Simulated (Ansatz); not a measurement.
Cl$_{3}$GeH···H$_{2}$O

The calculation's input:

```
crystal:
  periodic: [false, false, false]
  atoms:
    - { symbol: Ge, position_ang: [-0.4173, 0.5239, -0.3516] }
    - { symbol: H, position_ang: [-0.6927, -1.4227, -0.0171] }
    - { symbol: Cl, position_ang: [-1.4682, 0.3656, -2.2439] }
    - { symbol: Cl, position_ang: [-1.6723, 1.2758, 1.1976] }
    - { symbol: Cl, position_ang: [1.0513, 2.0203, -0.7934] }
    - { symbol: H, position_ang: [0.1696, -1.536, 0.4377] }
    - { symbol: O, position_ang: [1.0847, -0.6697, 0.6718] }
    - { symbol: H, position_ang: [1.9449, -0.5572, 1.0989] }
basis:
  gaussian: { orbitals: def2-SVP }
hamiltonian:
  xc: b3lyp
  dispersion: d4
relax:
  f_tol: 0.15
  max_steps: 25
  restrain:
    - { distance: [0, 6], at: 3.16, k: 30.0 }
    - { distance: [5, 1], at: 1.92, k: 30.0 }
    - { distance: [0, 1], at: 1.51, k: 30.0 }
    - { distance: [5, 6], at: 0.97, k: 30.0 }
output:
  orbitals: {}
```

Run with:

```sh
ansatz run input.yaml --threads 2 --pin off --max-ram 3072MiB --backend cpu --events-out ev --progress --plain --runs-dir out
```

The fields are those of the run's last geometry, not of the input's.

These are results of RKS B3LYP-D4/def2-SVP (Ansatz), not measurements.

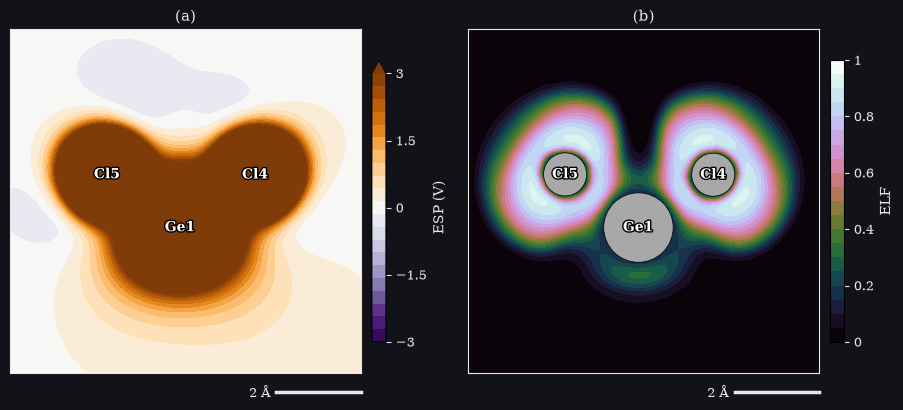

Figure 1. (a) electrostatic potential; (b) ELF on the plane of atoms Cl4, Ge1 and Cl5. Grey discs cover the atomic cores in the ELF map.

Read the bonding off the picture.

Answer. The section cuts through Ge and Cl sites.
Ge–Cl (2.14 Å): the ELF peaks at about 0.85 in the valence shell of Cl, 0.8 Å from its nucleus, and is about 0.65 at the midpoint.
The ELF also peaks beside Cl5 and Cl4, away from the bonds: lone-pair regions.
Outside the dense part of the complex the potential is most negative (−0.3 V) near Cl5.

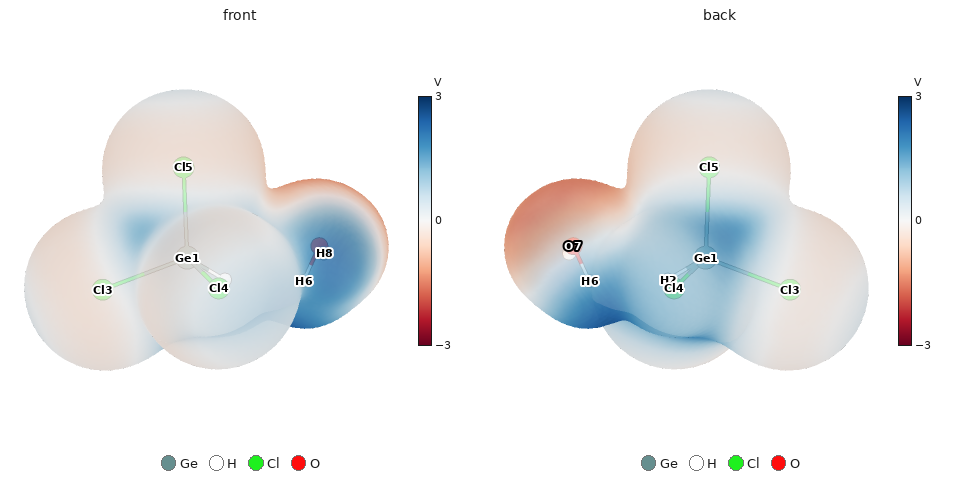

Figure 2. The molecular electrostatic potential painted on the density surface at 0.002 e/bohr³, seen from the front and from behind; red is negative and blue positive.

Which sites attract a positive test charge, and which a negative one?

Answer. A positive charge is drawn to the negative regions and a negative charge to the positive ones. The most negative region (about −1.5 V) lies over O7, the most positive (about +2.5 V) over H6. Cl3 shows a σ-hole: about +0.2 V at the tip opposite its bond, against about −0.2 V on its flanks. Cl5 shows a σ-hole: about +0.2 V at the tip opposite its bond, against about −0.3 V on its flanks. O7 is the likeliest acceptor of a hydrogen bond.

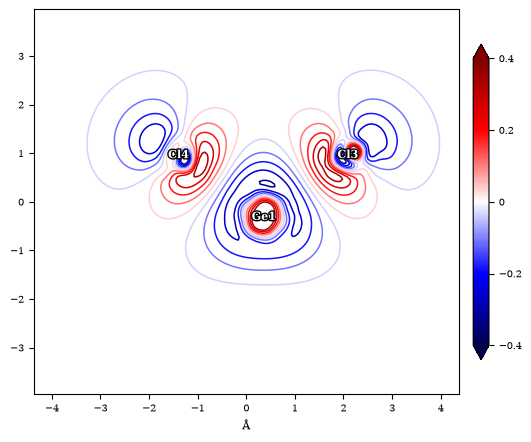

Figure 3. The LUMO on the plane of atoms Cl3, Ge1 and Cl4 (values in Å⁻³ᐟ²; the overall sign is arbitrary).

Describe this orbital and give its energy.

Answer. It lies mainly on Ge1 (about 35 %), Cl5 (about 20 %), Cl3 (about 15 %), Cl4 (about 15 %) and H2 (about 10 %). Its energy is −1.76 eV.
